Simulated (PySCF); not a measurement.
```yaml
atoms:
  - { symbol: Cs, position_ang: [0.0000, 0.0000, -1.2595] }
  - { symbol: Zn, position_ang: [0.0000, 0.0000, 2.6185] }
```

Core potentials replace the inner electrons of Cs.

The calculation used PySCF 2.14.0, PBE0/def2-SVPD, non-relativistic Hamiltonian with scalar-relativistic core potentials where named, at a bond length of 3.878 Å.

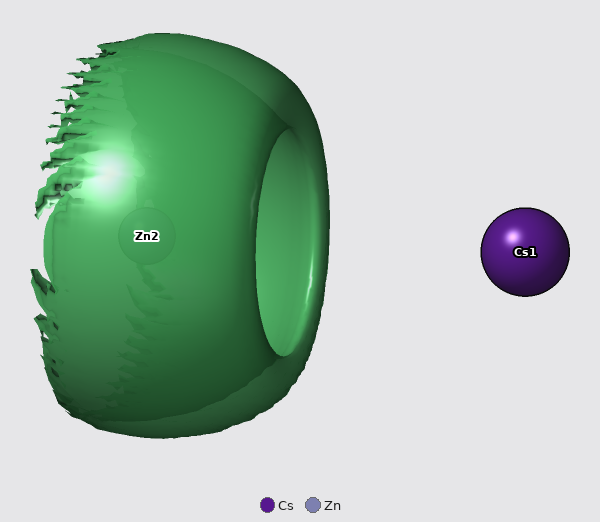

CsZn (charge +1). Isosurface of the electron localisation function at 0.75 (green), seen from one side. Only the valence region is drawn (cores and ρ < 0.01 e/Å³ removed).

### Where are the electrons localised?

The ELF exceeds this value in one region wrapped around Zn (its valence shell). Along the contacts the grid gives the following. Cs–Zn (3.88 Å): the ELF is about 0.05 at the midpoint.
